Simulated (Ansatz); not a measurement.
## A defect in a wire: Ir wire of staggered 4-rings about a central row, divacancy of Ir and Ir

What does the defect do to the conductance?

Main program and level: Ansatz 0.2.0; DFT PBE, plane waves, PAW; relaxation of a wire's period, in the first sound run; inputs show where later runs differ.

**1. The starting structure**

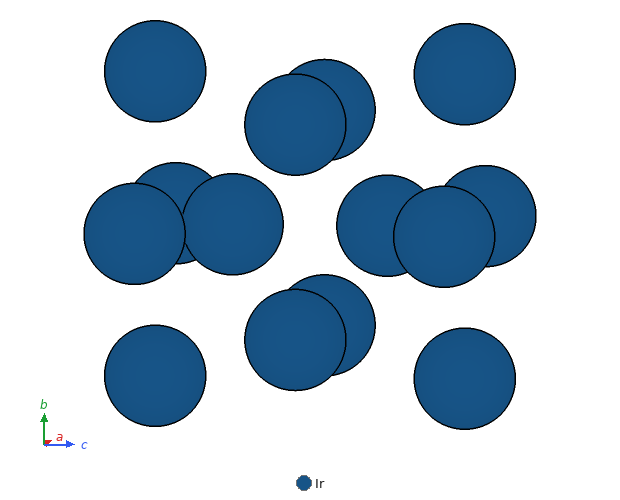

The cell as given, from the side, with the c axis across the page (iridium blue). Some periodic images of atoms are drawn too.

The cell holds 10 atoms: 10 Ir. Cell: a = 11.397 Å, b = 11.397 Å, c = 4.707 Å, α = 90.0°, β = 90.0°, γ = 90.0°. Vacuum lies along a and b. The structure's axis is c.

**2. The relaxed wire**

Band widths follow the bond lengths, so the wire is relaxed first. The atoms and the third cell vector are free; the box across stays fixed as vacuum. Moments are seeded so that a magnetic state can form if it lies lower. A Fermi-Dirac smearing is set since the result may be a metal. The pressure printed is a third of the stress's trace over the whole box, vacuum included; only the stress along the axis is relaxed.

Contents of input.yaml:

```yaml
crystal:
  lattice:
    - [11.397, 0.0, 0.0]
    - [0.0, 11.397, 0.0]
    - [0.0, 0.0, 4.7067855783]
  atoms:
    - { symbol: Ir, position: [0.29832412, 0.500014278, 0.0], spin: 0.8 }
    - { symbol: Ir, position: [0.500014278, 0.701704435, 0.0], spin: 0.8 }
    - { symbol: Ir, position: [0.500014278, 0.29832412, 0.0], spin: 0.8 }
    - { symbol: Ir, position: [0.701704435, 0.500014278, 0.0], spin: 0.8 }
    - { symbol: Ir, position: [0.500014278, 0.500014278, 0.25], spin: 0.8 }
    - { symbol: Ir, position: [0.3573978, 0.642630756, 0.5], spin: 0.8 }
    - { symbol: Ir, position: [0.3573978, 0.3573978, 0.5], spin: 0.8 }
    - { symbol: Ir, position: [0.642630756, 0.642630756, 0.5], spin: 0.8 }
    - { symbol: Ir, position: [0.642630756, 0.3573978, 0.5], spin: 0.8 }
    - { symbol: Ir, position: [0.500014278, 0.500014278, 0.75], spin: 0.8 }
magnetization:
  spin_polarized: true
kpoints:
  mp_grid: { grid: [1, 1, 17] }
scf:
  occupations: { method: fermi_dirac, width: 0.05 }
hamiltonian:
  xc: pbe
relax:
  cell: { fix: [a, b, alpha, beta, gamma] }
  max_steps: 60
```

On the command line:

```console
$ ansatz run input.yaml --threads 16 --pin off --max-ram 61440MiB --backend cuda --events-out ev --progress --plain --runs-dir out --max-vram 78GiB
```

Numbers of over 12 decimals in the logs are rounded to 6 here.

Output:

```text
Engine: ansatz 0.2.0, aarch64-unknown-linux-gnu
Pseudopotentials: kind: paw
Pseudopotential: Ir, paw, valence charge 17, recommended cutoff 420 eV (normal), Ir.paw.azcp
Functional definition: PBE
  parameter kappa = 0.804
  parameter beta = 0.066725
  exchange = pbe_x(kappa = kappa, mu = beta*pi^2/3)
  correlation = pbe_c(beta = beta)
concurrent solve slots: 10 of 16 are kept, ahead of what memory takes: no pass of the eigensolver takes more rounds on 10
[...]
Crystal: 10 atoms, lattice volume = 611.372 Å³
Basis set: ecut = 420 eV, 11935 PW (Γ), exchange–correlation on 160×160×64 points (8 copies of the dense FFT grid, shifted against one another)
Bands: 107, of which v1, the nominal top of the filled ones, is band 85 counted from 1 (84 counted from 0)
Symmetry: 16 space group operations
Space group: P4/mmm (ITA 123), of the structure as read, at distance tolerance 8.5e-5 Å
Magnetic group: BNS 123.339 (UNI 999), of the structure as read, at distance tolerance 8.5e-5 Å
k-points: 9 of 17
Non-local potential: Ir, projectors of the file, l = 0: 3, l = 1: 2, l = 2: 2, l = 3: 1
PAW form: soft (Blöchl's): semilocal exchange-correlation on the pseudo side does not see the compensation charge
PAW one-centre angular grid: Ir, 590 points (default); XC on 64 Gauss nodes
Initial density: superposition of atomic densities (neutral atoms: chi_scale 0, normalization atom)
Starting moments: Σ|m| = 8 μB on 10 of 10 sites
Initial wavefunctions: pseudopotential atomic-orbital guess
[...]
Functional: x = pbe(κ = 0.804, μ = 0.219515), c = pbe(β = 0.066725)
SCF iter   1: F=—  HF=-119326.717433 eV  |F-HF|=—  |Δ(HF+E_count)|=         —  Δρ=1.83e-2 (↑1.83e-2 ↓1.59e-2)  dr2=1.01e1  dr2_m=2.43e-1  M=5.543 μB ∫|m|=5.565 μB  β_m=0.30  ethr=3.10e-3  ⟨swp⟩=8.5  Hψ=8039  notcnv=0  defer=10
Mixer restart at iter 1: flushing history
preconditioner: auto → LDOS  [metal: Δε(μ)=0.009 eV  Ē_g=5.416 eV  σ=0.050 eV  W_gap=0.04  n_scr=118 (ndim 8)  ℏωp=14.2 eV  f_vac=0.597  D(μ)=31.60/eV (n_scr^D=276)]
spin=Collinear: LDOS preconditioning applied to the charge; magnetization (m = ρ↑ − ρ↓) channel mixes plain (no charge-response kernel on spin).
SCF iter   2: F=—  HF=-119326.878261 eV  |F-HF|=—  |Δ(HF+E_count)|=   1.61e-1  Δρ=1.15e-2 (↑1.15e-2 ↓9.89e-3)  dr2=2.38e0  dr2_m=1.56e-1  M=5.369 μB ∫|m|=5.405 μB  β_m=0.43  ethr=3.10e-3  ⟨swp⟩=2.0  Hψ=3320  notcnv=0  defer=95
[...]
SCF iter  14: F=-119328.924951 eV  HF=-119328.924951 eV  |F-HF|=1.70e-9  |Δ(HF+E_count)|=   1.56e-9  Δρ=2.73e-7 (↑2.73e-7 ↓2.13e-7)  dr2=1.96e-9  dr2_m=1.34e-10  M=2.195 μB ∫|m|=2.361 μB  ethr=3.18e-12  ⟨swp⟩=2.8  Hψ=3949  notcnv=0
SCF 1 converged in 14 iterations: F = -119328.924951 eV  dr2 = 1.96e-9
  greatest PAW one-centre occupation: 1.000 electrons in one spin orbital (limit 2), on the Ir atom at site 9 (counted from 0), in its partial waves of l = 0
relax step   1: F+E_penalty+E_count = -119328.92495132 eV  Δ(F+E_penalty+E_count) = +0.000e0 eV  max|allowed force component| = 1.635e0 eV/Å  Δτ_max = 0.0000 Å  P = -2.597 GPa  Ω = 611.372 Å³  fix = [a, b, alpha, beta, gamma]  reactions: a -3.913, b -3.913 GPa  (14 SCF iters, dr2 threshold 1.00e-7 eV, accepted)
concurrent solve slots: 10 of 16 are kept, ahead of what memory takes: no pass of the eigensolver takes more rounds on 10
[...]
Crystal: 10 atoms, lattice volume = 622.534 Å³
Basis set: ecut = 420 eV, 12153 PW (Γ), exchange–correlation on 160×160×64 points (8 copies of the dense FFT grid, shifted against one another)
[...]
Starting moments: Σ|m| = 8 μB on 10 of 10 sites; this step starts from the density that it was given
[...]
iter 1 solved again at ethr=8.11e-4 eV; its pass at ethr=3.10e-3 eV (dr2=1.38e0 eV) is discarded
SCF iter   1: F=—  HF=-119328.919961 eV  |F-HF|=—  |Δ(HF+E_count)|=         —  Δρ=1.27e-2 (↑1.19e-2 ↓1.27e-2)  dr2=1.41e0  dr2_m=2.43e-1  M=0.933 μB ∫|m|=1.151 μB  β_m=0.30  ethr=8.11e-4  ⟨swp⟩=2.4  Hψ=9774  notcnv=0
preconditioner: auto → LDOS  [metal: Δε(μ)=0.006 eV  Ē_g=5.967 eV  σ=0.050 eV  W_gap=0.03  n_scr=118 (ndim 8)  ℏωp=14.1 eV  f_vac=0.642  D(μ)=14.42/eV (n_scr^D=94)]
[...]
SCF 2 converged in 14 iterations: F = -119329.014883 eV  dr2 = 1.10e-8
[...]
SCF 3 converged in 25 iterations: F = -119329.793346 eV  dr2 = 1.69e-9
[...]
SCF 4 converged in 11 iterations: F = -119329.821371 eV  dr2 = 5.88e-9
[...]
SCF 5 converged in 11 iterations: F = -119329.822228 eV  dr2 = 4.81e-10
[...]
SCF 6 converged in 12 iterations: F = -119329.824371 eV  dr2 = 6.21e-12
[...]
SCF converged after 12 iterations
[...]
k-point 1 ↑: bands = ["-92.4247", "-92.3359", "-89.7055", "-89.7037", "-89.7037", "-89.6975", "-89.6970", "-89.6947", "-89.6946", "-89.6946", "-49.9873", "-49.4102", "-49.4102", "-49.2308", "-49.2308", "-48.7925", "-46.8754", "-46.8106", "-46.8106", "-46.7915", "-46.7914", "-46.7645", "-46.7413", "-46.7320", "-46.7320", "-46.6649", "-46.6649", "-46.6297", "-46.6287", "-46.5561", "-46.5561", "-46.5170", "-46.4341",  [...]
  k-point 2 ↑: bands = ["-92.4224", "-92.3382", "-89.7052", "-89.7035", "-89.7035", "-89.6975", "-89.6970", "-89.6949", "-89.6948", "-89.6948", "-49.9588", "-49.4058", "-49.4058", "-49.2356", "-49.2356", "-48.8259", "-46.8720", "-46.8084", "-46.8084", "-46.7915", "-46.7914", "-46.7718", "-46.7338", "-46.7338", "-46.7305", "-46.6632", "-46.6632", "-46.6326", "-46.6317", "-46.5604", "-46.5604", "-46.5223", "-46.4311",  [...]
  k-point 8 ↓: bands = ["-92.3707", "-92.3624", "-89.6478", "-89.6468", "-89.6468", "-89.6455", "-89.6448", "-89.6446", "-89.6446", "-89.6428", "-49.4690", "-49.3574", "-49.3045", "-49.3045", "-49.2876", "-49.2876", "-46.7886", "-46.7796", "-46.7550", "-46.7533", "-46.7363", "-46.7363", "-46.7288", "-46.7288", "-46.5906", "-46.5885", "-46.5699", "-46.5642", "-46.5642", "-46.5539", "-46.5539", "-46.5497", "-46.3098",  [...]
--- Relaxed structure (5 steps of the walk, 5 accepted, 1 SCFs on fresh bases) ---
  F+E_penalty+E_count = -119329.82437101 eV   max|allowed force component| = 4.586e-3 eV/Å   (the final SCF, on the basis selected at the relaxed cell)
  cell:  # Å, volume = 634.9013 Å³
    - [11.397, 0.0, 0.0]
    - [0.0, 11.397, 0.0]
    - [0.0, 0.0, 4.887932]
  atoms:
    - { symbol: Ir, position: [0.309360, 0.5000142779, 0.0] }
    - { symbol: Ir, position: [0.5000142779, 0.690668, 0.0] }
    - { symbol: Ir, position: [0.5000142779, 0.309360, 0.0] }
    - { symbol: Ir, position: [0.690668, 0.5000142779, 0.0] }
    - { symbol: Ir, position: [0.5000142779, 0.5000142779, 0.250083] }
    - { symbol: Ir, position: [0.365182, 0.634846, 0.500000] }
    - { symbol: Ir, position: [0.365182, 0.365182, 0.500000] }
    - { symbol: Ir, position: [0.634846, 0.634846, 0.500000] }
    - { symbol: Ir, position: [0.634846, 0.365182, 0.500000] }
    - { symbol: Ir, position: [0.5000142779, 0.5000142779, 0.749917] }
```

It took 15 s on 1 × NVIDIA GB200 with 16 threads of Arm Neoverse V2, shared host; peak memory 1.3 GiB; 83 s of CPU time.

Step by step:

```tsv
step	energy less that of the first step (eV)	largest force component (eV/Å)	pressure (GPa)	volume (Å³)
1	0.0000	1.6352	-2.60	611.37
2	-0.0899	2.2939	5.15	622.53
3	-0.8684	0.3858	-0.74	634.00
4	-0.8964	0.0704	-0.11	634.29
5	-0.8973	0.0046	0.02	634.90
6	-0.8994	0.0046	0.01	634.90
```

The log counts 1 steps on a newly chosen plane-wave basis, not all of them marked here; energy and pressure can jump at such steps.

The run keeps the 16 symmetry operations that it works with, so distortions that break them were not tested.

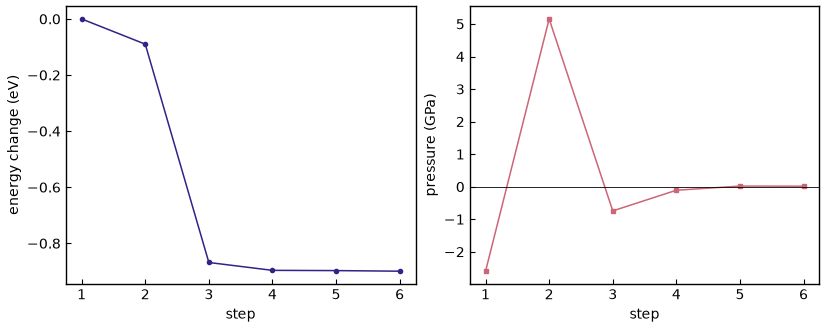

Energy and pressure along the relaxation.

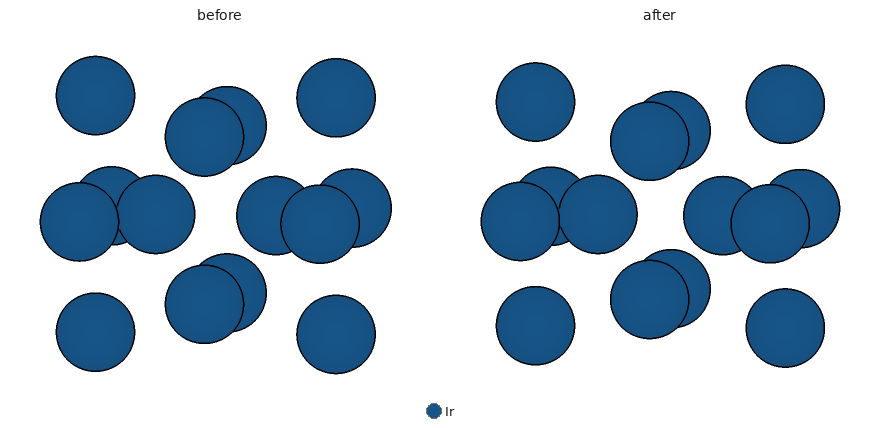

The structure before and after the relaxation, drawn at the same scale.

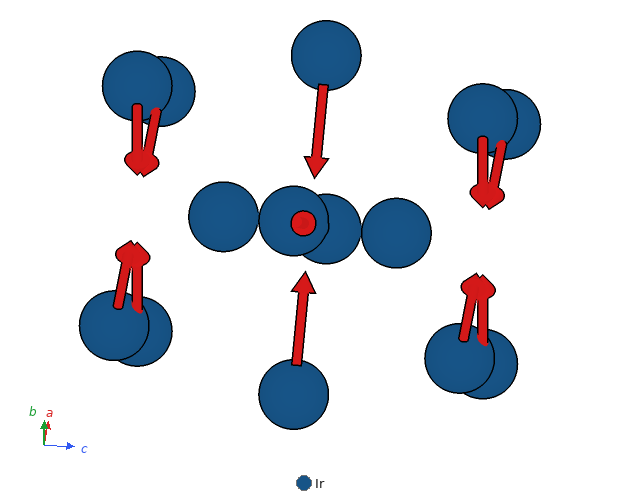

Displacements in the relaxation, exaggerated, measured against the changing cell; the longest in the cell stands for 0.13 Å. Some periodic images of atoms are drawn too.

```tsv
cell as run	before	after	change
c (Å)	4.707	4.888	+3.8 %
```

The atoms that moved most (Å, along periodic axes as changes of fractional coordinates times the final cell, across vacuum about the mean position):

```tsv
atom	dx	dy	dz	length
Ir1	0.126	0.000	0.000	0.126
Ir3	0.000	0.126	0.000	0.126
Ir2	0.000	-0.126	0.000	0.126
Ir4	-0.126	0.000	0.000	0.126
Ir8	-0.089	-0.089	0.000	0.125
Ir6	0.089	-0.089	0.000	0.125
Ir9	-0.089	0.089	0.000	0.125
Ir7	0.089	0.089	0.000	0.125
```

Numbers from this step:

* energy at zero smearing: -119329.7537 eV
* total moment: 0.9697 μB
* absolute moment: 1.018 μB
* cell length along the wire: 4.888 Å

The cell's length comes to 4.888 Å with an absolute moment of 1.02 μB a cell.

**3. Bands of the perfect wire**

This step: DFT PBE, plane waves, PAW; channels and complex bands of a perfect wire (Ansatz 0.2.0).

At the relaxed period the Bloch states of the perfect wire are found at each energy: those that move forward count the open channels, and those that decay describe how a disturbance dies away inside the wire itself. An energy step of 0.035 eV is under the 0.039 eV that the program asks for its thermal average at 300 K.

Contents of input.yaml:

```yaml
crystal:
  lattice:
    - [11.397, 0.0, 0.0]
    - [0.0, 11.397, 0.0]
    - [0.0, 0.0, 4.8879316834]
  atoms:
    - { symbol: Ir, position: [0.309360104, 0.500014278, 0.0], spin: 0.12 }
    - { symbol: Ir, position: [0.500014278, 0.690668452, 0.0], spin: 0.12 }
    - { symbol: Ir, position: [0.500014278, 0.309360104, 0.0], spin: 0.12 }
    - { symbol: Ir, position: [0.690668452, 0.500014278, 0.0], spin: 0.12 }
    - { symbol: Ir, position: [0.500014278, 0.500014278, 0.250082911] }
    - { symbol: Ir, position: [0.365182209, 0.634846347, 0.5], spin: 0.12 }
    - { symbol: Ir, position: [0.365182209, 0.365182209, 0.5], spin: 0.12 }
    - { symbol: Ir, position: [0.634846347, 0.634846347, 0.5], spin: 0.12 }
    - { symbol: Ir, position: [0.634846347, 0.365182209, 0.5], spin: 0.12 }
    - { symbol: Ir, position: [0.500014278, 0.500014278, 0.749917089] }
magnetization:
  spin_polarized: true
kpoints:
  mp_grid: { grid: [1, 1, 17] }
scf:
  occupations: { method: fermi_dirac, width: 0.05 }
hamiltonian:
  xc: pbe
output:
  transmission:
    e_range: [-1.5, 1.5]
    de: 0.035
    kmesh: [1, 1]
    reduced_basis: true
    leads: [[0, 0]]
```

Output:

```text
[...]
Crystal: 10 atoms, lattice volume = 634.901 Å³
Basis set: ecut = 420 eV, 12385 PW (Γ)
Bands: 103, of which v1, the nominal top of the filled ones, is band 85 counted from 1 (84 counted from 0)
Symmetry: 16 space group operations
[...]
k-points: 9 of 17
[...]
Starting moments: Σ|m| = 0.96 μB on 8 of 10 sites
[...]
SCF iter   1: F=—  HF=-119327.930338 eV  |F-HF|=—  |Δ(HF+E_count)|=         —  Δρ=1.65e-2 (↑1.65e-2 ↓1.59e-2)  dr2=1.25e1  dr2_m=1.29e-2  M=1.002 μB ∫|m|=1.009 μB  β_m=0.30  ethr=3.10e-3  ⟨swp⟩=8.1  Hψ=7921  notcnv=0  defer=4
[...]
SCF iter   6: F=—  HF=-119329.824467 eV  |F-HF|=—  |Δ(HF+E_count)|=   2.01e-3  Δρ=1.69e-4 (↑1.69e-4 ↓1.30e-4)  dr2=3.91e-4  dr2_m=7.43e-5  M=0.883 μB ∫|m|=0.925 μB  β_m=0.77  ethr=1.24e-6  ⟨swp⟩=2.3  Hψ=3084  notcnv=0  defer=50
[...]
SCF iter  14: F=—  HF=-119329.824453 eV  |F-HF|=—  |Δ(HF+E_count)|=   4.26e-9  Δρ=1.10e-6 (↑1.10e-6 ↓7.35e-7)  dr2=3.05e-9  dr2_m=4.52e-9  M=0.970 μB ∫|m|=1.018 μB  β_m=0.97  ethr=7.70e-12  ⟨swp⟩=2.5  Hψ=3397  notcnv=0  defer=50
[...]
SCF iter  16: F=-119329.824453 eV  HF=-119329.824453 eV  |F-HF|=2.60e-9  |Δ(HF+E_count)|=   1.80e-9  Δρ=4.39e-7 (↑4.39e-7 ↓2.65e-7)  dr2=3.37e-9  dr2_m=1.00e-10  M=0.970 μB ∫|m|=1.018 μB  ethr=1.46e-12  ⟨swp⟩=10.6  Hψ=7221  notcnv=0
SCF 1 converged in 16 iterations: F = -119329.824453 eV  dr2 = 3.37e-9
[...]
transmission: 10 of 20 steps passed
transmission: 20 of 20 steps passed
SCF converged after 16 iterations
Magnetization: 0.9695 μB (85.4848 up, 84.5152 down)
Absolute magnetization: 1.0177 μB (∫|ρ↑−ρ↓|, with the PAW one-centre terms)
[...]
Per-site moments (μB) at R_I (Å): [(0.097163, 1.028413), (0.097163, 1.028413), (0.097163, 1.028413), (0.097163, 1.028413), (0.020884, 1.007802), (0.092360, 1.028361), (0.092360, 1.028361), (0.092360, 1.028361), (0.092360, 1.028361), (0.020884, 1.007802)]
Free energy (F): -119329.824453 eV
[...]
Internal energy: -119329.683140 eV  (E = F + TS)
E sigma→0 (E₀):  -119329.753797 eV
Entropy (-TS):   -0.141314 eV (-14.131 meV/atom)
Fermi energy:    1.914884 eV
[...]
--- Band table (eV; the first three rows and the last of 18) ---
[...]
--- Transmission ---
  basis      : 1137 plane waves across, 10 finite elements along
  points     : 1, standing for a mesh of 1 x 1
  on the GPU : 1 up, 1 down of these points
  filling    : by the input's occupations and mesh, since the crystals that have channels conduct as metals do. If one of these is a semiconductor, that mesh has misplaced its level
  energies   : 86 from -1.500000 to 1.475000 eV about the Fermi level, 0.035000 eV apart; the leads are filled to 0.000000 eV, and channels, transmission and decay are at 0.005000 eV
  crystal 0  : Ir10, at the sites [0, 0], period 4.8879 Å: whole cells are its period
    offset         : up to 0.0000 Å between an atom of the period and one for which it stands
    filled         : 0.5 meV over the level at which it is neutral
    channels       : 9.000000e0 up, 7.000000e0 down
    conductance    : 3.8796e14 S/m² at 300 K; may be off by some 0.1 % by where its bands' edges are placed, 0.0 % from the distance to neutral
```

It took 9.5 min on 1 × NVIDIA GB200 with 16 threads; peak memory 13 GiB.

In the SCF lines HF is the Harris–Foulkes energy and dr2 the Hartree energy of the density residual, in eV; the loop may stop once dr2 is under the threshold and the program's other checks hold. Hψ counts applications of the Hamiltonian.

Numbers from this step:

```
energy at zero smearing                                   : -119329.7538 eV
total moment                                              : 0.9695 μB
channels at the energy nearest the Fermi level, spin up   : 9
channels at the energy nearest the Fermi level, spin down : 7
conductance of the lead as this run defines it            : 6.504 G₀
band gap on the path through both edges                   : 0 eV
```

Table of open channels of the lead by energy, zero at the Fermi level:

```tsv
energy (eV)	spin up	spin down
-1.395	7	5
-1.185	7	7
-1.010	6	6
-0.800	14	10
-0.590	10	10
-0.415	12	12
-0.205	8	8
0.005	9	7
0.215	7	5
0.390	7	7
0.600	5	5
0.810	5	6
0.985	5	6
1.195	5	5
1.405	6	6
```

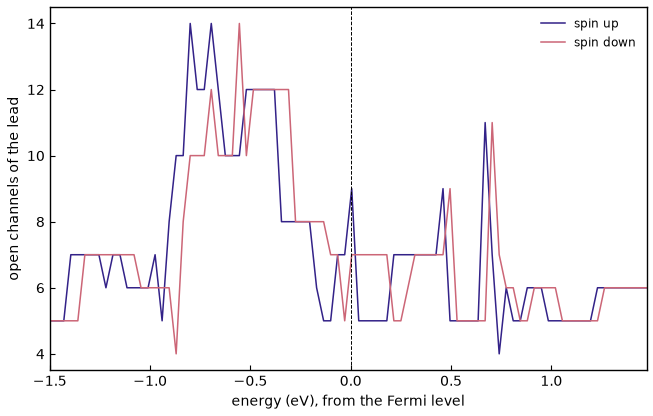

Open channels of the lead, plotted against energy.

Spin up; the slowest values at each energy, most degenerate partners merged, listed up to 1.5 1/Å. Table of Im kz of the slowest decaying states by energy, zero at the Fermi level:

```tsv
energy (eV)	decay 1 (Å⁻¹)	decay 2 (Å⁻¹)	decay 3 (Å⁻¹)	decay 4 (Å⁻¹)
-1.5000	0.0697	0.0715	0.176	0.258
-1.2550	0.171	0.214	0.318	0.353
-1.0100	0.0276	0.112	0.129	0.165
-0.7650	0.0425	0.117	0.414	0.509
-0.4850	0.129	0.180	0.263	0.407
-0.2400	0.167	0.171	0.257	0.276
0.0050	0.18	0.203	0.210	0.250
0.2500	0.162	0.254	0.259	0.317
0.4950	0.0282	0.187	0.310	0.332
0.7400	0.00229	0.0195	0.252	0.309
0.9850	0.0321	0.137	0.311	0.421
1.2650	0.174	0.194	0.359	0.449
```

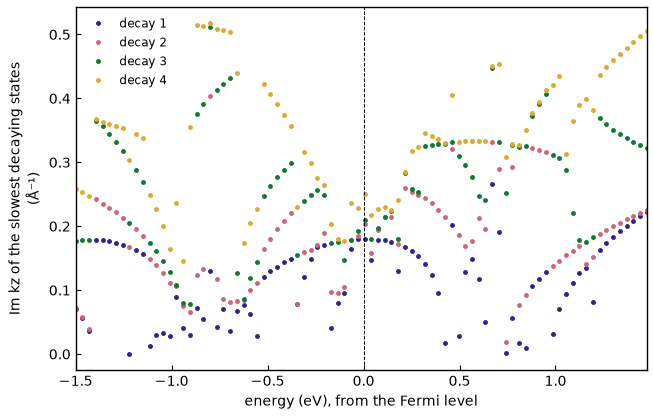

Im kz of the slowest decaying states, plotted against energy.

Spin down; the slowest values at each energy, most degenerate partners merged, listed up to 1.5 1/Å. The Im kz of the slowest decaying states by energy, zero at the Fermi level:

```tsv
energy (eV)	decay 1 (Å⁻¹)	decay 2 (Å⁻¹)	decay 3 (Å⁻¹)	decay 4 (Å⁻¹)
-1.5000	0.0842	0.0857	0.165	0.261
-1.2550	0.175	0.225	0.347	0.357
-1.0100	0.0404	0.146	0.161	0.233
-0.7650	0.0590	0.131	0.395	0.510
-0.4850	0.106	0.121	0.134	0.425
-0.2400	0.118	0.165	0.221	0.272
0.0050	0.182	0.187	0.200	0.232
0.2500	0.170	0.171	0.178	0.212
0.4950	0.197	0.290	0.318	0.393
0.7400	0.129	0.295	0.319	0.451
0.9850	0.128	0.304	0.382	0.411
1.2650	0.157	0.189	0.366	0.403
```

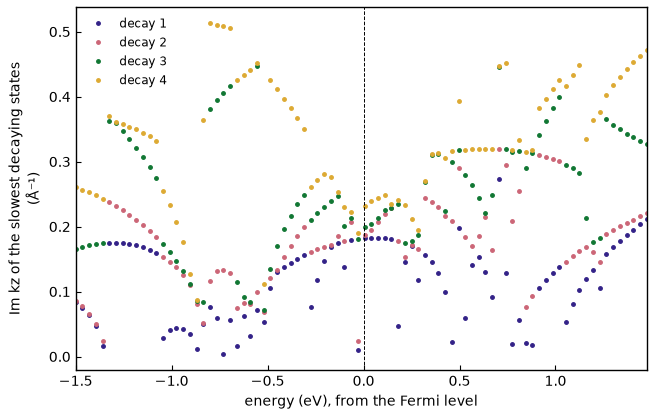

Im kz of the slowest decaying states, plotted against energy.

By hand: the program gives 3.8796 × 10^14 S/m² over the cell's cross-section of 129.89 Å² = 1.299 × 10^-18 m², so one cell conducts 5.039 × 10^-4 S. Divided by G0 = 2e²/h = 7.748 × 10^-5 S this is 6.50 G0, a resistance of 1.98 kΩ.

At the computed energy nearest the Fermi level there are 9 spin-up and 7 spin-down channels, and the thermal average gives 6.50 G₀.

(Continued in part 2 of 3.)

[Logs are printed without paths, hosts, clocks, repeated set-up lines and the standing remarks that a program may print on its own settings, such as how far it seeks lower states.]

[Hosts, paths, dates, database ids (printed as entryN), source tags and the programs' standing remarks are cut or masked in the printed files.]
